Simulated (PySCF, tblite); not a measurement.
# C₇H₁₅BSi: geometry, infrared bands and NMR shifts

Aim: predict the infrared bands and NMR shifts of C₇H₁₅BSi (`C=C(C)[Si]1(B(C)C)CC1`).

Computed with tblite 0.8.0 and PySCF 2.14.0, with density-fitted response routines of our own, on a single molecule in the gas phase. Atoms are numbered from 0 throughout.

## Step 1: The molecule as given

24 atoms, charge 0, multiplicity 1; geometry from: force field or distance geometry start.

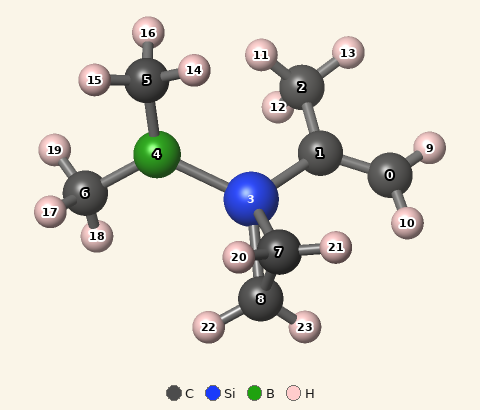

The starting geometry (carbon dark grey, silicon blue, boron green, hydrogen pink), atoms numbered.

## Step 2: Relaxing the molecule with GFN2-xTB

The job: settings as JSON, then the geometry in Å.

```
{"job": {"kind": "relax", "xc": "GFN2-xTB", "basis": "xTB"}, "charge": 0, "multiplicity": 1}
C      2.886000    -0.755800    -0.135100
C      1.798700     0.036000    -0.159100
C      2.054000     1.495500    -0.069600
Si     0.082500    -0.608000    -0.266600
B     -1.309600     0.712900    -0.181500
C     -1.591400     1.440600     1.190200
C     -2.354500     0.970400    -1.355300
C     -0.301100    -2.321500     0.373000
C     -0.205300    -2.227000    -1.146300
H      3.873100    -0.372000    -0.066300
H      2.769100    -1.841900    -0.189000
H      1.239300     1.957800     0.543800
H      2.029700     1.875500    -1.110700
H      3.029400     1.770000     0.359600
H     -1.090900     0.887500     2.027600
H     -2.682700     1.550900     1.366000
H     -1.098900     2.457600     1.223000
H     -3.356400     0.540400    -1.110600
H     -1.975400     0.644800    -2.335500
H     -2.481500     2.070600    -1.391000
H     -1.349600    -2.520200     0.748200
H      0.486800    -2.837400     0.926500
H     -1.120600    -2.220400    -1.748300
H      0.657600    -2.686500    -1.652000
```

The run is started by

```console
$ OMP_NUM_THREADS=1 python probes_run.py task.json out
```

The driver reads the jobs from task.json and runs them one after another.

What it wrote:

```text
step      E/eV     max force
  0    -692.66176    2.698
  1    -692.89163    1.947
  2    -692.98377    0.975
  3    -693.04704    0.460
  4    -693.08829    0.438
  5    -693.11372    0.372
  6    -693.13254    0.301
  7    -693.14617    0.275
  8    -693.15788    0.276
  9    -693.16701    0.252
 10    -693.17315    0.157
 11    -693.17638    0.105
 12    -693.17821    0.115
 13    -693.17969    0.084
 14    -693.18098    0.078
 15    -693.18221    0.075
 16    -693.18349    0.103
 17    -693.18487    0.098
 18    -693.18636    0.086
 19    -693.18796    0.090
 20    -693.18975    0.103
 21    -693.19171    0.116
 22    -693.19371    0.092
 23    -693.19551    0.102
 24    -693.19709    0.092
 25    -693.19851    0.087
 26    -693.19984    0.081
 27    -693.20110    0.095
 28    -693.20240    0.118
 29    -693.20389    0.116
 30    -693.20579    0.102
 31    -693.20820    0.114
 32    -693.21101    0.135
 33    -693.21380    0.136
 34    -693.21605    0.107
 35    -693.21749    0.070
 36    -693.21847    0.065
 37    -693.21939    0.078
 38    -693.22050    0.101
 39    -693.22176    0.104
 40    -693.22295    0.079
 41    -693.22394    0.072
 42    -693.22482    0.066
 43    -693.22574    0.072
 44    -693.22670    0.076
 45    -693.22757    0.066
 46    -693.22831    0.056
 47    -693.22899    0.071
 48    -693.22979    0.098
 49    -693.23089    0.089
 50    -693.23286    0.077
 51    -693.23388    0.079
 52    -693.23519    0.084
 53    -693.23633    0.073
 54    -693.23780    0.113
 55    -693.23931    0.122
 56    -693.24063    0.076
 57    -693.24161    0.068
 58    -693.24241    0.087
 59    -693.24344    0.166
 60    -693.24469    0.137
 61    -693.24708    0.077
 62    -693.24793    0.075
 63    -693.25078    0.113
 64    -693.25280    0.116
 65    -693.25436    0.098
 66    -693.25549    0.105
 67    -693.25654    0.081
 68    -693.25877    0.095
 69    -693.26014    0.121
 70    -693.26284    0.121
 71    -693.26511    0.107
 72    -693.26743    0.090
 73    -693.26915    0.067
 74    -693.27059    0.082
 75    -693.27189    0.085
 76    -693.27271    0.117
 77    -693.27383    0.071
 78    -693.27459    0.056
 79    -693.27545    0.054
 80    -693.27603    0.063
 81    -693.27686    0.055
 82    -693.27769    0.056
 83    -693.27867    0.068
 84    -693.27969    0.075
 85    -693.28086    0.067
 86    -693.28198    0.064
 87    -693.28290    0.069
 88    -693.28368    0.065
 89    -693.28462    0.080
 90    -693.28583    0.114
 91    -693.28770    0.135
 92    -693.29026    0.118
 93    -693.29502    0.153
 94    -693.29689    0.144
 95    -693.30112    0.122
 96    -693.30572    0.140
 97    -693.30859    0.112
 98    -693.31131    0.120
 99    -693.31362    0.121
100    -693.31679    0.130
101    -693.32330    0.174
102    -693.32771    0.186
103    -693.33288    0.134
104    -693.33546    0.108
105    -693.33704    0.165
106    -693.33834    0.100
107    -693.33989    0.090
108    -693.34241    0.095
109    -693.34356    0.082
110    -693.34525    0.091
111    -693.34651    0.095
112    -693.34811    0.085
113    -693.34995    0.086
114    -693.35154    0.094
115    -693.35246    0.098
116    -693.35335    0.072
117    -693.35487    0.059
118    -693.35568    0.068
119    -693.35665    0.056
120    -693.35734    0.060
121    -693.35806    0.055
122    -693.35873    0.045
123    -693.35928    0.047
124    -693.35969    0.045
125    -693.36009    0.046
126    -693.36055    0.049
127    -693.36108    0.051
128    -693.36166    0.059
129    -693.36213    0.043
130    -693.36255    0.048
131    -693.36291    0.044
132    -693.36340    0.032
133    -693.36365    0.028
134    -693.36409    0.028
135    -693.36438    0.030
136    -693.36466    0.034
137    -693.36494    0.035
138    -693.36531    0.034
139    -693.36575    0.047
140    -693.36618    0.045
141    -693.36651    0.041
142    -693.36680    0.035
143    -693.36713    0.039
144    -693.36748    0.033
145    -693.36773    0.027
146    -693.36785    0.020
147    -693.36793    0.020
148    -693.36801    0.019
149    -693.36810    0.027
150    -693.36821    0.028
151    -693.36832    0.021
152    -693.36842    0.019
153    -693.36850    0.014
154    -693.36857    0.014
155    -693.36862    0.013
156    -693.36866    0.014
157    -693.36871    0.016
158    -693.36878    0.016
159    -693.36889    0.021
160    -693.36905    0.021
161    -693.36923    0.027
162    -693.36939    0.031
163    -693.36952    0.026
164    -693.36960    0.017
165    -693.36967    0.017
166    -693.36972    0.015
167    -693.36977    0.013
168    -693.36982    0.017
169    -693.36991    0.018
170    -693.36999    0.018
171    -693.37009    0.017
172    -693.37017    0.021
173    -693.37027    0.020
174    -693.37037    0.017
175    -693.37044    0.014
176    -693.37049    0.018
177    -693.37053    0.020
178    -693.37058    0.017
179    -693.37063    0.020
180    -693.37069    0.019
181    -693.37076    0.021
182    -693.37085    0.030
183    -693.37097    0.028
184    -693.37110    0.023
185    -693.37124    0.028
186    -693.37137    0.028
187    -693.37148    0.024
188    -693.37158    0.024
189    -693.37168    0.030
190    -693.37180    0.035
191    -693.37195    0.032
192    -693.37214    0.036
193    -693.37233    0.028
194    -693.37249    0.028
195    -693.37263    0.025
196    -693.37274    0.033
197    -693.37289    0.036
198    -693.37298    0.024
199    -693.37304    0.014
200    -693.37308    0.014
201    -693.37312    0.016
202    -693.37317    0.017
203    -693.37321    0.015
204    -693.37325    0.013
205    -693.37329    0.011
206    -693.37332    0.013
207    -693.37335    0.010
208    -693.37337    0.009
```

Run time: 3.8 s. Hardware: 1 thread of Arm Neoverse N1, shared host.

Step by step: (not every step is listed)

```
step  energy from step 0 (eV)  largest force (eV/Å)
   0                   0.0000                2.6976
   1                  -0.2299                1.9472
   2                  -0.3220                0.9749
   3                  -0.3853                0.4602
   4                  -0.4265                0.4384
   5                  -0.4520                0.3722
   6                  -0.4708                0.3010
   7                  -0.4844                0.2753
   8                  -0.4961                0.2761
  27                  -0.5393                0.0950
  46                  -0.5666                0.0556
  65                  -0.5926                0.0980
  84                  -0.6179                0.0755
 103                  -0.6711                0.1339
 122                  -0.6970                0.0452
 141                  -0.7047                0.0412
 160                  -0.7073                0.0211
 179                  -0.7089                0.0195
 198                  -0.7112                0.0241
 203                  -0.7115                0.0151
 204                  -0.7115                0.0135
 205                  -0.7115                0.0114
 206                  -0.7116                0.0132
 207                  -0.7116                0.0102
 208                  -0.7116                0.0090
```

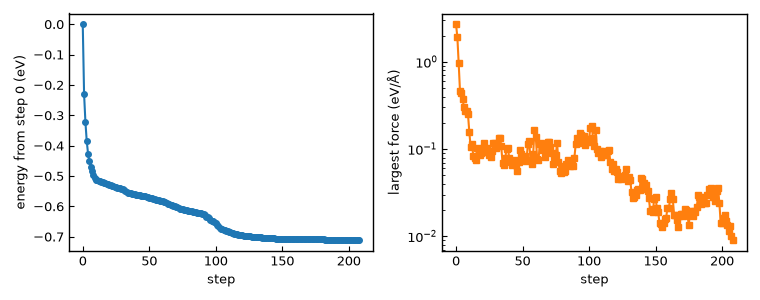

Energy and largest force along the relaxation.

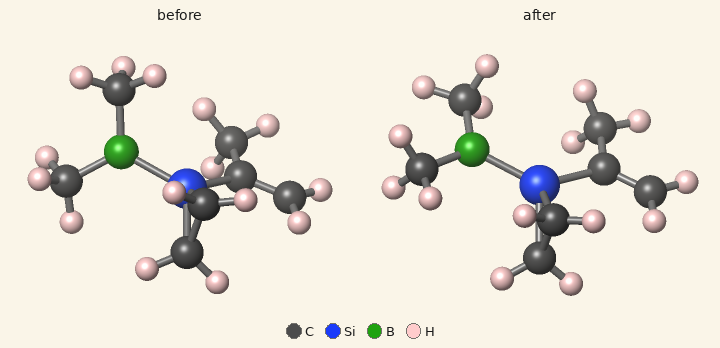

Before and after, at one scale.

Distances of close pairs at the start and the end, largest changes first:

```
  bond  before (Å)  after (Å)  change (Å)
C1–Si3       1.836      1.896      +0.060
Si3–C8       1.865      1.920      +0.055
C7–H20       1.131      1.079      -0.052
Si3–C7       1.869      1.919      +0.050
C5–H16       1.130      1.089      -0.041
C2–H11       1.120      1.089      -0.031
C6–H17       1.117      1.087      -0.030
C5–H14       1.121      1.091      -0.030
```

The next job starts from the end point, and lists it.

## Step 3: Infrared spectrum with GFN2-xTB

The job: settings as JSON, then the geometry in Å.

```
{"job": {"kind": "ir", "xc": "GFN2-xTB", "basis": "xTB"}, "charge": 0, "multiplicity": 1}
C      2.827427    -0.989474     0.167195
C      1.872280    -0.068184     0.138350
C      2.191141     1.366021     0.441241
Si     0.063120    -0.444730    -0.285378
B     -1.435052     0.762077    -0.177127
C     -1.275942     2.244839     0.347866
C     -2.879109     0.289539    -0.608401
C     -0.305521    -2.320849    -0.118653
C     -0.037039    -1.898751    -1.534561
H      3.852421    -0.746599     0.407026
H      2.629855    -2.025267    -0.047677
H      1.589833     1.719133     1.277137
H      1.961395     1.991812    -0.420324
H      3.242755     1.493417     0.691077
H     -1.033324     2.235592     1.412003
H     -2.169166     2.855979     0.231936
H     -0.452428     2.770374    -0.134006
H     -2.974119    -0.778934    -0.785571
H     -3.162718     0.792428    -1.534499
H     -3.636170     0.575464     0.121407
H     -1.314451    -2.632526     0.105157
H      0.427272    -2.962801     0.344707
H     -0.871052    -1.948292    -2.217865
H      0.876859    -2.260504    -1.980020
```

What it wrote:

```text
mode    cm-1     km/mol
  1      25.3      0.18
  2      34.0      0.66
  3      51.3      0.16
  4      93.2      0.68
  5     106.1      0.66
  6     121.8      3.31
  7     146.3      2.51
  8     173.5      0.79
  9     185.7      0.21
 10     226.8      3.91
 11     257.8      0.38
 12     294.9      1.79
 13     329.1      0.27
 14     374.2      7.04
 15     392.6     14.69
 16     520.8      0.91
 17     631.7     19.59
 18     641.9      2.90
 19     673.2      2.11
 20     689.9     16.88
 21     712.2      3.32
 22     715.7      3.85
 23     762.0     87.03
 24     840.3     56.56
 25     842.8     56.40
 26     858.0     28.23
 27     871.6      6.32
 28     898.7     21.03
 29     961.7     16.83
 30     981.0    133.98
 31    1011.6      9.10
 32    1015.4     22.38
 33    1039.5      2.03
 34    1099.8     95.60
 35    1110.8    118.15
 36    1135.6     50.33
 37    1174.5      0.01
 38    1214.0      2.25
 39    1385.3     31.82
 40    1392.2     11.27
 41    1399.9      6.44
 42    1421.5      0.59
 43    1432.0      0.20
 44    1462.1      2.21
 45    1484.8      2.48
 46    1487.2      1.97
 47    1488.9      1.72
 48    1495.7      6.85
 49    1495.8      1.91
 50    1509.3      1.87
 51    1672.4      2.63
 52    2982.7      9.04
 53    2986.8     34.45
 54    3000.8     33.02
 55    3009.0      4.70
 56    3012.9     74.54
 57    3016.7      6.69
 58    3022.4     33.21
 59    3025.5     29.47
 60    3037.9     26.77
 61    3062.3     71.09
 62    3068.7     31.79
 63    3073.0     24.29
 64    3077.0      5.31
 65    3095.6     62.90
 66    3119.6     32.40
```

Wall time 2.2 s (1 thread of Arm Neoverse N1, shared host).

Which atoms move in the most intense modes:

| cm⁻¹ | km/mol | atoms |
| --- | --- | --- |
| 762 | 87.0 | H23 17 %, H21 17 %, H22 16 %, H20 16 % |
| 840 | 56.6 | H14 20 %, B4 17 %, C5 12 %, C6 10 % |
| 981 | 134.0 | H20 23 %, H22 22 %, H21 17 %, H23 17 % |
| 1100 | 95.6 | B4 28 %, C7 16 %, C8 16 % |
| 1111 | 118.2 | B4 50 %, C6 10 % |
| 3013 | 74.5 | H16 46 %, H19 22 % |
| 3062 | 71.1 | H9 91 % |
| 3096 | 62.9 | H21 29 %, H23 26 %, H22 19 %, H20 16 % |

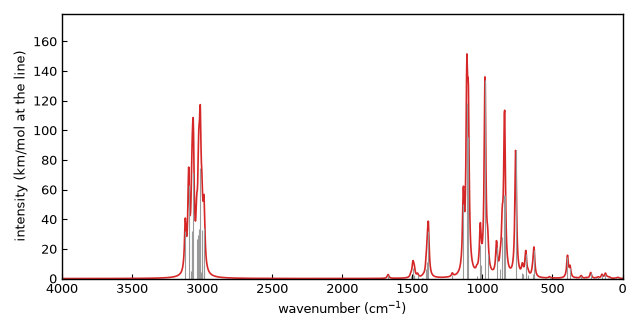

The infrared spectrum from these modes, unscaled. Lines are broadened to a width of 14 cm⁻¹ (Lorentzian).

## Step 4: NMR shieldings: PBE0/pcSseg-1

Settings changed since step 3:

```diff
@@ -1,2 +1,2 @@
-{"job": {"kind": "ir", "xc": "GFN2-xTB", "basis": "xTB"}, "charge": 0, "multiplicity": 1}
+{"job": {"kind": "nmr", "xc": "PBE0", "basis": "pcSseg-1"}, "charge": 0, "multiplicity": 1}
 C      2.827427    -0.989474     0.167195
```

Method: GIAO PBE0/pcSseg-1 NMR shielding, non-relativistic, gas phase.

What it wrote:

```text
coarse grid: 19616 points
cycle   1  E = -589.3640699749  dE =  8.272e-01  |g| = 6.105e-01  |ddm| = 4.355e+00
cycle   2  E = -589.3253061354  dE =  3.876e-02  |g| = 7.198e-01  |ddm| = 1.232e+00
cycle   3  E = -589.4625493091  dE = -1.372e-01  |g| = 1.104e-01  |ddm| = 7.745e-01
cycle   4  E = -589.4660215049  dE = -3.472e-03  |g| = 3.577e-02  |ddm| = 1.789e-01
cycle   5  E = -589.4663796864  dE = -3.582e-04  |g| = 9.741e-03  |ddm| = 4.038e-02
cycle   6  E = -589.4664000497  dE = -2.036e-05  |g| = 3.627e-03  |ddm| = 9.926e-03
cycle   7  E = -589.4664033900  dE = -3.340e-06  |g| = 6.683e-04  |ddm| = 3.696e-03
final grid: 182176 points
cycle   8  E = -589.5187291266  dE = -6.011e-05  |g| = 1.054e-02  |ddm| = 4.379e-02
cycle   9  E = -589.5187192393  dE =  9.887e-06  |g| = 1.225e-02  |ddm| = 1.873e-02
cycle  10  E = -589.5187575106  dE = -3.827e-05  |g| = 1.556e-03  |ddm| = 1.109e-02
cycle  11  E = -589.5187582491  dE = -7.385e-07  |g| = 3.488e-04  |ddm| = 2.390e-03
cycle  12  E = -589.5187582805  dE = -3.141e-08  |g| = 1.063e-04  |ddm| = 3.685e-04
cycle  13  E = -589.5187582828  dE = -2.254e-09  |g| = 4.775e-05  |ddm| = 1.160e-04
cycle  14  E = -589.5187582833  dE = -5.648e-10  |g| = 9.401e-06  |ddm| = 5.054e-05
converged SCF energy = -589.5187582833

GIAO shielding tensors (ppm)
atom      isotropic    diamagn.    paramagn.     s11        s22        s33       span
  0 C       60.356     253.357    -193.001    -52.864     84.951    148.981    201.846
  1 C       34.313     265.814    -231.501    -75.658      9.821    168.777    244.435
  2 C      155.445     247.394     -91.949    142.144    143.052    181.140     38.996
  3 Si     503.687     887.266    -383.579    344.067    368.188    798.807    454.740
  4 B       -6.391     194.454    -200.845   -101.476    -45.654    127.957    229.433
  5 C      162.586     254.713     -92.128    130.848    176.037    180.872     50.024
  6 C      168.231     253.569     -85.338    144.053    177.901    182.738     38.685
  7 C      171.934     258.991     -87.057    154.452    174.848    186.501     32.050
  8 C      169.962     259.000     -89.038    149.287    173.856    186.743     37.456
  9 H       25.932      30.781      -4.849     23.084     24.849     29.864      6.780
 10 H       26.693      33.755      -7.063     23.811     23.972     32.296      8.485
 11 H       29.277      31.588      -2.311     25.188     29.034     33.609      8.422
 12 H       29.390      30.809      -1.419     25.971     28.517     33.683      7.712
 13 H       29.616      29.992      -0.376     25.719     28.079     35.050      9.331
 14 H       30.354      32.242      -1.888     26.181     30.194     34.687      8.505
 15 H       30.139      30.411      -0.272     26.376     29.295     34.746      8.370
 16 H       29.773      32.812      -3.039     25.204     30.543     33.572      8.368
 17 H       30.624      33.544      -2.920     25.135     32.385     34.352      9.217
 18 H       30.893      30.035       0.858     26.910     29.180     36.589      9.680
 19 H       30.590      30.267       0.323     26.682     29.049     36.039      9.357
 20 H       30.500      33.769      -3.270     25.179     26.940     39.381     14.202
 21 H       30.497      33.976      -3.478     25.623     27.275     38.594     12.971
 22 H       30.391      33.446      -3.055     25.119     26.839     39.214     14.095
 23 H       30.651      33.497      -2.847     25.871     27.401     38.680     12.809
```

It took 1.9 min on 1 thread of Arm Neoverse N1, shared host; peak memory 1.1 GiB.

Shifts follow as δ = σ(reference) − σ, with reference shieldings (ppm) from runs at the same level and on the same kind of geometry: 1H TMS 31.72, 13C TMS 186.9, 29Si TMS 349.2, 11B BF3·OEt2 100.1. The references are single molecules in the gas phase. Atoms listed in one row are averaged.

```csv
atoms,environment,σ (ppm),δ (ppm),δ scaled to CDCl3
C1,fully substituted alkene carbon,34.3,152.6,147.0
C0,terminal =CH2 carbon,60.4,126.6,121.6
C2,allylic methyl carbon,155.4,31.5,28.8
"C5, C6",methyl carbon bonded to B,165.4,21.5,19.1
"C7, C8",three-membered-ring carbon,170.9,16.0,13.7
H9,hydrogen on a terminal =CH2 carbon,25.93,5.79,5.56
H10,hydrogen on a terminal =CH2 carbon,26.69,5.02,4.84
"H11, H12, H13",hydrogen on an allylic methyl carbon,29.43,2.29,2.26
"H14, H15, H16, H17, H18, H19",hydrogen on a methyl carbon bonded to B,30.40,1.32,1.35
"H20, H22",hydrogen on a three-membered-ring carbon,30.45,1.27,1.30
"H21, H23",hydrogen on a three-membered-ring carbon,30.57,1.14,1.18
Si3,"silicon bonded to 3 C, B, in a 3-membered ring",503.7,-154.5,–
B4,"boron bonded to 2 C, Si",-6.4,106.5,–
```

The scaled column applies a straight-line fit of computed shieldings to shifts measured in CDCl3 (root-mean-square error 0.16 ppm for H, 1.9 ppm for C).

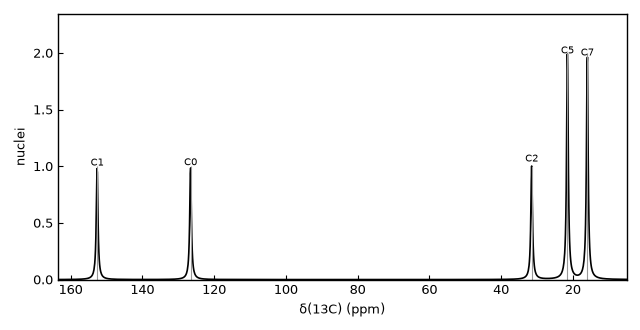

13C lines at the computed shifts, without couplings. Lines are broadened to a width of 0.55 ppm (Lorentzian).

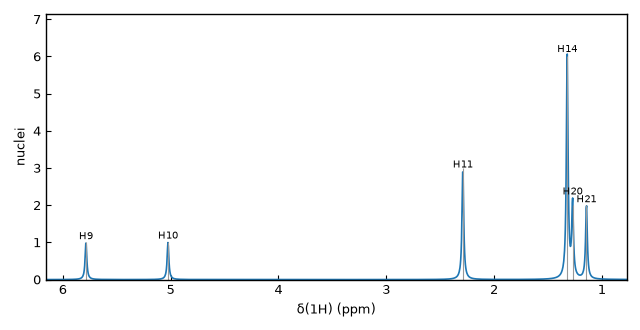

1H lines at the computed shifts, without couplings. Lines are broadened to a width of 0.02 ppm (Lorentzian).

The run also stored atomic charges by several schemes (e):

| atoms | Mulliken | IAO | Hirshfeld | ESP fit |
| --- | --- | --- | --- | --- |
| C0 | -0.10 | -0.31 | -0.11 | -0.76 |
| C1 | -0.64 | -0.22 | -0.08 | 0.60 |
| C2 | -0.19 | -0.41 | -0.12 | -0.68 |
| Si3 | 0.84 | 0.71 | 0.25 | -0.49 |
| B4 | 0.06 | 0.05 | 0.12 | 0.95 |
| C5, C6 | -0.51 | -0.56 | -0.19 | -0.92 |
| C7, C8 | -0.45 | -0.47 | -0.15 | -0.32 |

Hirshfeld charges:

C0 -0.11; C1 -0.08; C2 -0.12; Si3 0.25; B4 0.12; C5 -0.19; C6 -0.19; C7 -0.15; C8 -0.15; H9 0.04; H10 0.04; H11 0.04; H12 0.04; H13 0.04; H14 0.05; H15 0.04; H16 0.04; H17 0.04; H18 0.05; H19 0.05; H20 0.04; H21 0.04; H22 0.04; H23 0.04

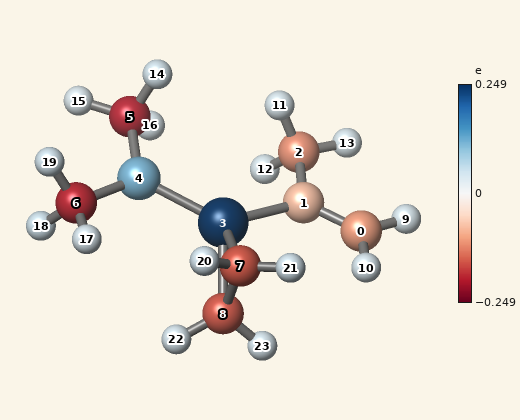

Hirshfeld charges, as colours on the atoms.

Mayer bond orders: C0–C1 2.00, C1–C2 1.05, C1–Si3 0.81, Si3–B4 1.02, B4–C5 1.04, B4–C6 1.08, Si3–C7 0.87, C7–C8 0.97, C8–Si3 0.87.

Ring of atoms Si3, C7, C8: NICS(0) -30.1, NICS(1) -7.9, NICS(1)zz -20.9 ppm (means of both faces).

In rings of three or four atoms NICS is ruled by the nearby σ bonds, so it says little on aromaticity.

## Step 5: Outcome

| quantity | value |
| --- | --- |
| strongest single infrared mode (GFN2-xTB) | 981 cm⁻¹, 134 km/mol |
| zero-point energy (GFN2-xTB) | 125.7 kcal/mol |
| 13C shifts against TMS (PBE0/pcSseg-1, means over atoms taken as alike) | 152.6, 126.6, 31.5, 21.5, 16.0 ppm |
| 1H shifts against TMS (PBE0/pcSseg-1, means over atoms taken as alike) | 5.79, 5.02, 2.29, 1.32, 1.27, 1.14 ppm |
| 29Si shifts against TMS (PBE0/pcSseg-1) | -154.5 ppm |
| 11B shifts against BF3·OEt2 (PBE0/pcSseg-1) | 106.5 ppm |

**Reading.** Relaxing lowered the energy by 0.712 eV in 208 steps; the close pair that moved most is C1–Si3, from 1.836 to 1.896 Å. All 66 modes are real, so the xTB geometry is a minimum. The strongest single mode, at 981 cm⁻¹, is spread over several atoms, H20, H22, H21, H23 among them. GFN2-xTB is a fitted tight-binding method: band positions and strengths are rough. Its intensities can rank the bands wrongly. The most deshielded carbon is C1 (fully substituted alkene carbon), at 152.6 ppm: the olefinic region. At PBE0/pcSseg-1: Shielding is most anisotropic at Si3 (span 455 ppm, paramagnetic term -384 ppm).
